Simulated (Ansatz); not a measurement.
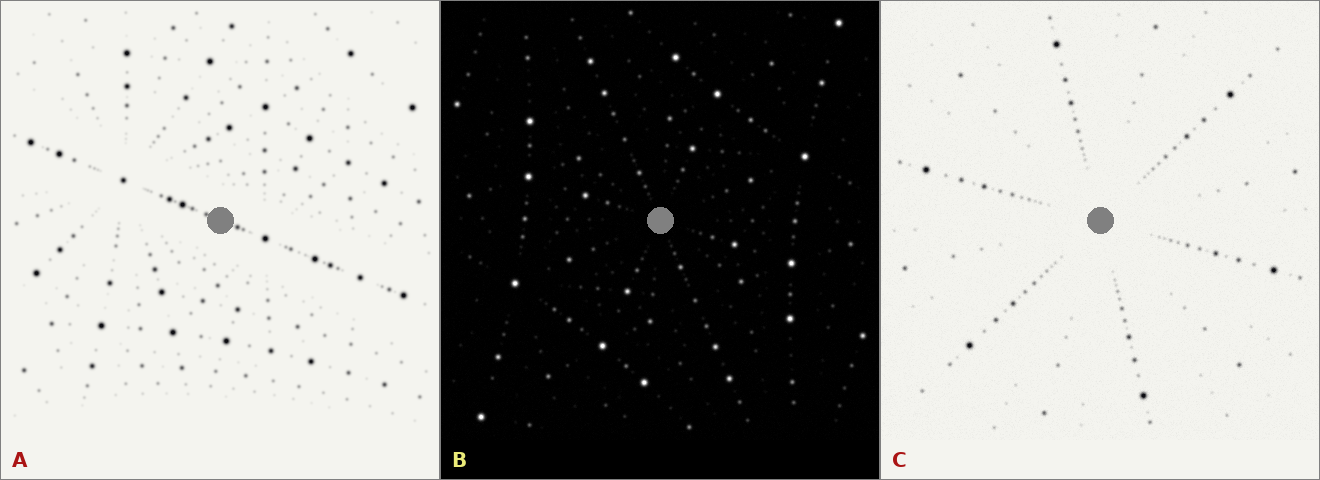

Simulated back-reflection Laue patterns (white X-rays, 0.45 to 2.2 Å, flat plate covering ±45° about the beam, kinematic intensities, seen from the source). Crystal: Y, space group P6_3/mmc (No. 194), a = 3.54 Å, c = 5.50 Å (hexagonal axes). Structure: the end point of a relaxation with DFT LDA, scalar-relativistic, plane waves, PAW in Ansatz.

```cif
data_structure
_symmetry_space_group_name_H-M 'P6_3/mmc'
_symmetry_Int_Tables_number 194
_cell_length_a 3.5430
_cell_length_b 3.5430
_cell_length_c 5.4982
_cell_angle_alpha 90.000
_cell_angle_beta 90.000
_cell_angle_gamma 120.000
_cell_volume 59.77
loop_
_atom_site_label
_atom_site_type_symbol
_atom_site_symmetry_multiplicity
_atom_site_Wyckoff_symbol
_atom_site_fract_x
_atom_site_fract_y
_atom_site_fract_z
_atom_site_occupancy
Y1 Y 2 d 0.33333 0.66667 0.75000 1
```

The directions [001], [100], [211] point towards the source, in some order. Which is which?

Answer. A: [211], symmetry m (one mirror line). B: [100], symmetry 2mm (a twofold axis with two mirror lines). C: [001], symmetry 6mm (a sixfold axis with mirror lines). The Laue class is 6/mmm.
